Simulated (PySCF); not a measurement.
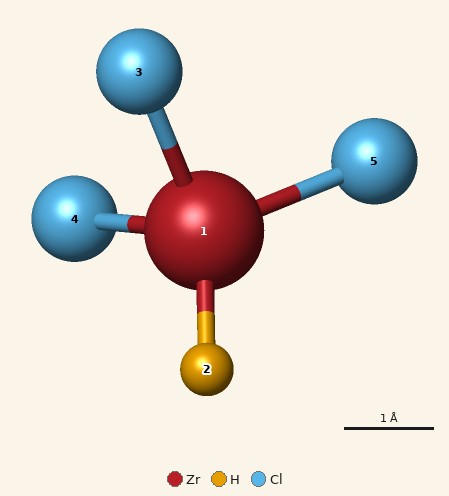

Fig. 1: The input geometry (ball-and-stick view, seen at a tilt; atoms are numbered from 1 in the order of the input). Sticks mark near contacts.

# Geometry relaxation of ZrHCl₃

ZrHCl₃, SMILES [H][Zr]([Cl])([Cl])[Cl], computed with PBE0-D3(BJ)/def2-SVP geometry optimisation, gas phase (PySCF 2.14.0).

It belongs to a series of runs on one base structure; here: one ligand: Cl to H.

## Output
```
step   0  E = -1427.55854156  max force = 0.056102
step   1  E = -1427.57566046  max force = 0.014624
step   2  E = -1427.57937707  max force = 0.005824
step   3  E = -1427.58119543  max force = 0.002585
step   4  E = -1427.58141112  max force = 0.000942
step   5  E = -1427.58144019  max force = 0.001058
step   6  E = -1427.58141382  max force = 0.001620
step   7  E = -1427.58146156  max force = 0.001387
step   8  E = -1427.58153171  max force = 0.001235
step   9  E = -1427.58157893  max force = 0.001377
step  10  E = -1427.58163230  max force = 0.001533
step  11  E = -1427.58168898  max force = 0.001204
step  12  E = -1427.58174154  max force = 0.001093
step  13  E = -1427.58178868  max force = 0.000803
step  14  E = -1427.58181852  max force = 0.000589
step  15  E = -1427.58181878  max force = 0.000691
step  16  E = -1427.58181753  max force = 0.000768
optimisation converged
```

## Trajectory as extended XYZ (Å, eV, eV/Å), 17 frames, from step=0 to step=16
```
5
Properties=species:S:1:pos:R:3:forces:R:3 step=0 energy=-38845.84654
Zr    0.0633   -0.0797    0.2847   -2.4607   0.8153  -1.1301
H    -0.0014   -0.0323    2.0225    0.1129  -0.0396   1.5496
Cl    1.9562    0.0057   -0.8086    2.8849   0.0300  -0.9450
Cl   -0.9223    1.7632   -0.7536   -0.1372   0.0042   0.4594
Cl   -1.0209   -1.7674   -0.8071   -0.3999  -0.8098   0.0662
5
Properties=species:S:1:pos:R:3:forces:R:3 step=1 energy=-38846.31237
Zr    0.0277   -0.0471    0.1963   -0.2598   0.1811  -0.7520
H     0.0037   -0.0349    2.0494    0.0229  -0.0292  -0.0981
Cl    2.1158    0.0019   -0.8008    0.2141  -0.0503   0.2977
Cl   -1.0085    1.8196   -0.7250   -0.0095  -0.0951   0.2734
Cl   -1.0638   -1.8499   -0.7821    0.0323  -0.0066   0.2790
5
Properties=species:S:1:pos:R:3:forces:R:3 step=2 energy=-38846.41350
Zr    0.0129   -0.0271    0.1142    0.2856  -0.0840  -0.2995
H    -0.0114   -0.0342    1.9620    0.0025  -0.0034  -0.1046
Cl    2.1988   -0.0087   -0.6991   -0.1810  -0.0241   0.2645
Cl   -1.0544    1.8494   -0.7025   -0.0944   0.1774   0.0485
Cl   -1.0711   -1.8899   -0.7367   -0.0126  -0.0660   0.0910
5
Properties=species:S:1:pos:R:3:forces:R:3 step=3 energy=-38846.46298
Zr    0.0056   -0.0166    0.0132    0.1329  -0.0091  -0.0270
H    -0.0278   -0.0379    1.8504   -0.0288   0.0090  -0.1108
Cl    2.2646   -0.0262   -0.5486   -0.1071   0.0118   0.0283
Cl   -1.0903    1.9143   -0.6782    0.0082   0.0121   0.0667
Cl   -1.0772   -1.9441   -0.6989   -0.0053  -0.0238   0.0427
5
Properties=species:S:1:pos:R:3:forces:R:3 step=4 energy=-38846.46885
Zr    0.0091   -0.0154   -0.0291    0.0327  -0.0334  -0.0201
H    -0.0340   -0.0387    1.7945   -0.0169   0.0098  -0.0287
Cl    2.2813   -0.0248   -0.5181   -0.0252   0.0160  -0.0281
Cl   -1.1011    1.9360   -0.6394    0.0075  -0.0149   0.0484
Cl   -1.0805   -1.9676   -0.6701    0.0020   0.0225   0.0285
5
Properties=species:S:1:pos:R:3:forces:R:3 step=5 energy=-38846.46964
Zr    0.0143   -0.0179   -0.0514   -0.0138  -0.0140  -0.0056
H    -0.0322   -0.0392    1.7649    0.0056   0.0036   0.0228
Cl    2.2867   -0.0186   -0.5312    0.0223   0.0175  -0.0544
Cl   -1.1093    1.9431   -0.5973   -0.0012  -0.0289   0.0264
Cl   -1.0845   -1.9779   -0.6472   -0.0130   0.0217   0.0108
5
Properties=species:S:1:pos:R:3:forces:R:3 step=6 energy=-38846.46893
Zr    0.0226   -0.0237   -0.0648   -0.0608   0.0110   0.0082
H    -0.0149   -0.0409    1.7456    0.0460  -0.0083   0.0833
Cl    2.2820   -0.0021   -0.5949    0.0684   0.0145  -0.0731
Cl   -1.1214    1.9400   -0.5317   -0.0187  -0.0225  -0.0169
Cl   -1.0935   -1.9838   -0.6164   -0.0349   0.0054  -0.0015
5
Properties=species:S:1:pos:R:3:forces:R:3 step=7 energy=-38846.47023
Zr    0.0262   -0.0271   -0.0556   -0.0504   0.0204   0.0105
H    -0.0018   -0.0412    1.7570    0.0636  -0.0110   0.0713
Cl    2.2738    0.0064   -0.6369    0.0519   0.0045  -0.0674
Cl   -1.1239    1.9312   -0.5181   -0.0279  -0.0003  -0.0174
Cl   -1.0994   -1.9797   -0.6085   -0.0372  -0.0136   0.0029
5
Properties=species:S:1:pos:R:3:forces:R:3 step=8 energy=-38846.47213
Zr    0.0264   -0.0276   -0.0450   -0.0161   0.0161   0.0041
H     0.0120   -0.0428    1.7721    0.0635  -0.0071   0.0307
Cl    2.2680    0.0090   -0.6587   -0.0029  -0.0029  -0.0516
Cl   -1.1263    1.9257   -0.5233   -0.0214   0.0008   0.0024
Cl   -1.1052   -1.9748   -0.6073   -0.0231  -0.0069   0.0145
5
Properties=species:S:1:pos:R:3:forces:R:3 step=9 energy=-38846.47342
Zr    0.0281   -0.0291   -0.0342    0.0124   0.0147  -0.0007
H     0.0403   -0.0444    1.7866    0.0708  -0.0042  -0.0036
Cl    2.2544    0.0145   -0.7068   -0.0470  -0.0153  -0.0290
Cl   -1.1322    1.9179   -0.5130   -0.0215   0.0144   0.0102
Cl   -1.1158   -1.9692   -0.5946   -0.0147  -0.0095   0.0231
5
Properties=species:S:1:pos:R:3:forces:R:3 step=10 energy=-38846.47487
Zr    0.0278   -0.0291   -0.0236    0.0402   0.0091  -0.0088
H     0.0836   -0.0456    1.8001    0.0658   0.0006  -0.0420
Cl    2.2347    0.0147   -0.7602   -0.0788  -0.0233   0.0001
Cl   -1.1406    1.9120   -0.5031   -0.0200   0.0241   0.0193
Cl   -1.1307   -1.9624   -0.5753   -0.0072  -0.0105   0.0314
5
Properties=species:S:1:pos:R:3:forces:R:3 step=11 energy=-38846.47641
Zr    0.0312   -0.0317   -0.0149    0.0286   0.0172  -0.0152
H     0.1800   -0.0442    1.8054    0.0537  -0.0002  -0.0619
Cl    2.1877    0.0177   -0.8850   -0.0458  -0.0333   0.0481
Cl   -1.1604    1.9018   -0.4535   -0.0297   0.0380   0.0018
Cl   -1.1637   -1.9542   -0.5141   -0.0067  -0.0216   0.0273
5
Properties=species:S:1:pos:R:3:forces:R:3 step=12 energy=-38846.47784
Zr    0.0286   -0.0296   -0.0180    0.0284   0.0123  -0.0153
H     0.1891   -0.0445    1.8005    0.0434   0.0023  -0.0562
Cl    2.1882    0.0135   -0.8800   -0.0532  -0.0288   0.0389
Cl   -1.1650    1.9047   -0.4549   -0.0181   0.0247   0.0050
Cl   -1.1661   -1.9547   -0.5098   -0.0005  -0.0106   0.0276
5
Properties=species:S:1:pos:R:3:forces:R:3 step=13 energy=-38846.47913
Zr    0.0254   -0.0277   -0.0231    0.0129   0.0111  -0.0105
H     0.1959   -0.0444    1.7926    0.0337   0.0024  -0.0371
Cl    2.1896    0.0099   -0.8686   -0.0413  -0.0226   0.0166
Cl   -1.1701    1.9084   -0.4534   -0.0062   0.0121   0.0030
Cl   -1.1659   -1.9567   -0.5097    0.0009  -0.0030   0.0280
5
Properties=species:S:1:pos:R:3:forces:R:3 step=14 energy=-38846.47994
Zr    0.0194   -0.0250   -0.0276    0.0049   0.0048  -0.0011
H     0.2102   -0.0435    1.7840    0.0145   0.0023  -0.0140
Cl    2.1878    0.0036   -0.8534   -0.0142  -0.0121  -0.0181
Cl   -1.1766    1.9129   -0.4539    0.0000   0.0090   0.0029
Cl   -1.1661   -1.9585   -0.5113   -0.0053  -0.0039   0.0303
5
Properties=species:S:1:pos:R:3:forces:R:3 step=15 energy=-38846.47995
Zr    0.0151   -0.0236   -0.0298    0.0107   0.0016  -0.0029
H     0.2196   -0.0428    1.7791    0.0006   0.0024  -0.0017
Cl    2.1870   -0.0003   -0.8430   -0.0106  -0.0064  -0.0355
Cl   -1.1801    1.9162   -0.4559    0.0053   0.0015   0.0064
Cl   -1.1668   -1.9601   -0.5125   -0.0061   0.0009   0.0337
5
Properties=species:S:1:pos:R:3:forces:R:3 step=16 energy=-38846.47991
Zr    0.0152   -0.0244   -0.0314    0.0030   0.0060   0.0012
H     0.2190   -0.0420    1.7768    0.0033   0.0001   0.0066
Cl    2.1867    0.0009   -0.8439    0.0003  -0.0078  -0.0395
Cl   -1.1797    1.9163   -0.4519    0.0023   0.0033   0.0000
Cl   -1.1663   -1.9614   -0.5118   -0.0090  -0.0016   0.0317
```

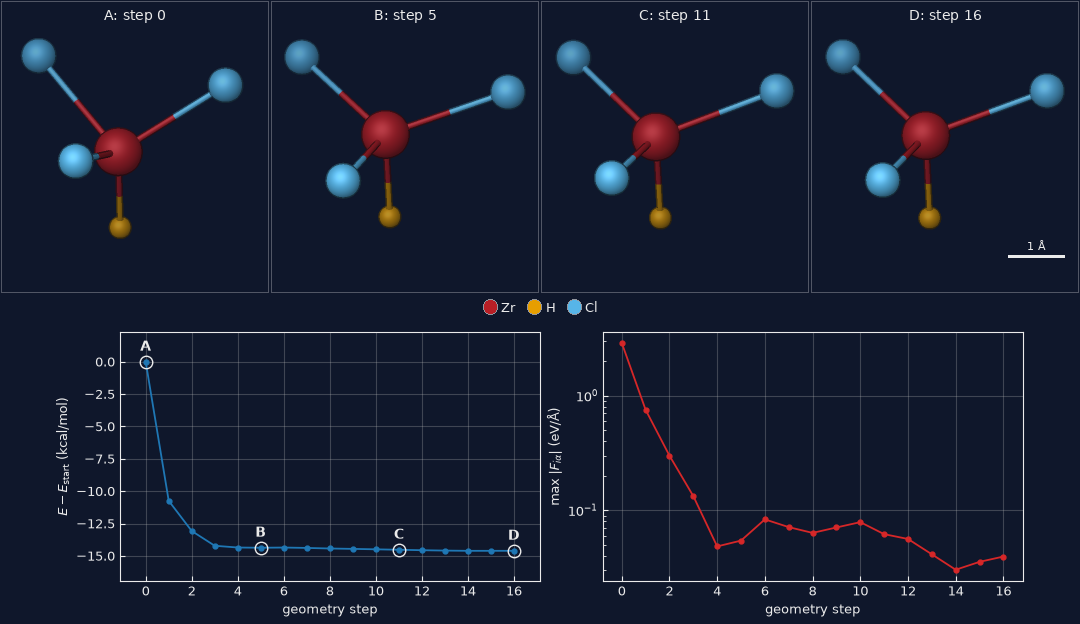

Fig. 2: Frames of the relaxation (ball-and-stick view, seen at a tilt) above the curves, on which the letters mark them (steps are counted from 0).

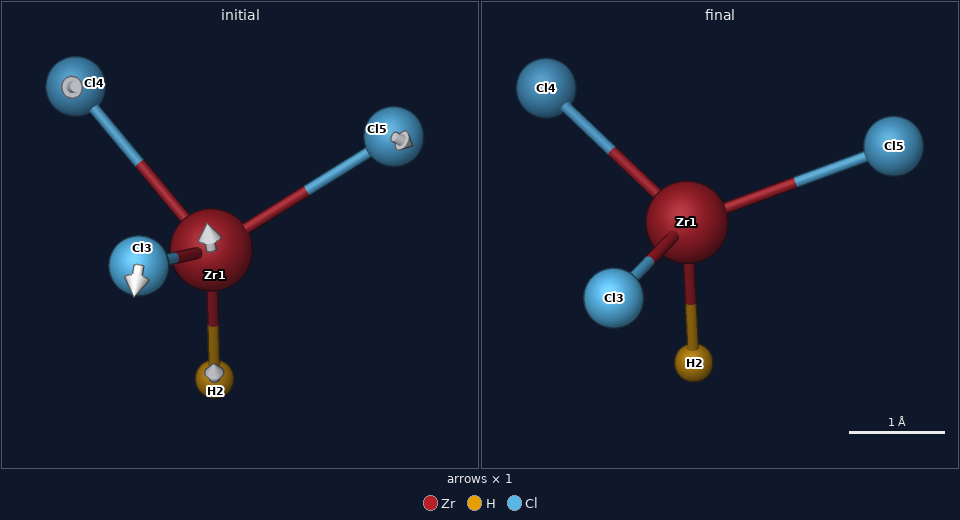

Fig. 3: Before (left) and after (right) the relaxation, at one scale (ball-and-stick view, seen at a tilt). The white arrows give the displacements, at true length. Over 16 geometry steps the energy falls by 14.6 kcal/mol. Largest force component: 2.9 eV/Å at the start, 0.04 eV/Å at the end. The largest move after the best rigid fit is that of Cl3, 0.37 Å. By element the largest moves are Cl 0.37 Å, Zr 0.32 Å, H 0.24 Å. Among the contacts that change: Zr1–Cl3 2.188 → 2.319 Å, Zr1–H2 1.740 → 1.820 Å, Zr1–Cl5 2.284 → 2.319 Å, Zr1–Cl4 2.334 → 2.318 Å. Among the angles that change: H2–Zr1–Cl3 122.0° → 104.1°, Cl3–Zr1–Cl4 96.4° → 114.2°, H2–Zr1–Cl5 118.7° → 104.8°. (Atoms are counted from 1 in the order of the input.)

This output came from the following input.

## Input file
```
{"job": {"xc": "PBE0", "basis": "def2-SVP", "d3": "d3bj", "grid": 1, "maxiter": 30, "shake": 0.03, "kind": "geom"}, "charge": 0, "multiplicity": 1}
Zr     0.063340    -0.079710     0.284700
H     -0.001430    -0.032270     2.022520
Cl     1.956190     0.005700    -0.808640
Cl    -0.922320     1.763160    -0.753620
Cl    -1.020930    -1.767360    -0.807090
```

The first line tells a small driver script what to run in PySCF; the rest is the geometry in Å.

Command:
```bash
OMP_NUM_THREADS=1 python <driver script> task.json out
```

## Summary

```json
{"quantity": "outcome", "value": "converged"}
{"quantity": "total energy", "value": "−1427.581818 hartree"}
{"quantity": "dipole moment", "value": "0.24 D"}
{"quantity": "point group", "value": "C3v"}
{"quantity": "hardware", "value": "1 CPU thread, shared host"}
{"quantity": "wall time", "value": "52 s"}
{"quantity": "peak memory", "value": "0.35 GiB"}
```
